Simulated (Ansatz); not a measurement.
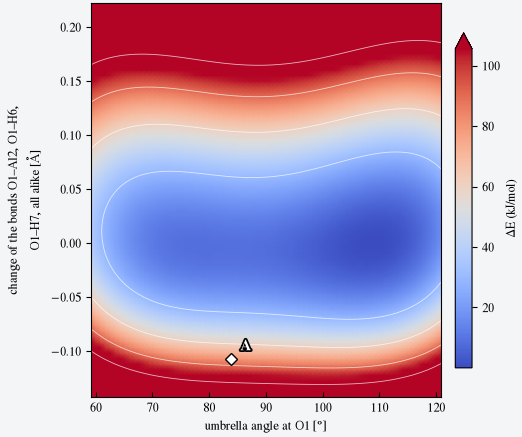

AlCl₃H₂O, SMILES [OH2+][Al-]([Cl])([Cl])[Cl]. Coordinates scanned: (1) umbrella angle at O1 (between each of its bonds and their common axis; 90 is planar); (2) change of the bonds O1–Al2, O1–H6, O1–H7, all alike. Nothing is relaxed (all other coordinates rigid). Grid: 11 × 11 points. Points are written as (first, second). Energies: kJ/mol, counted from the relaxed molecule at the same level. Computed with Ansatz 0.2.0, RKS B3LYP-D4/def2-SVP.

In the figure: a smooth colour map with a few white contour lines, one colour for all values above the top of the scale, the point A. Between grid points the surface is interpolated.

> Is A at rest? If not, where is it pushed?

A, at (83.8°, −0.107 Å), is not a stationary point. The computed force is 0.3 kJ/mol for each degree towards larger values of the first coordinate and 1600 kJ/mol for each Å towards larger values of the second coordinate.
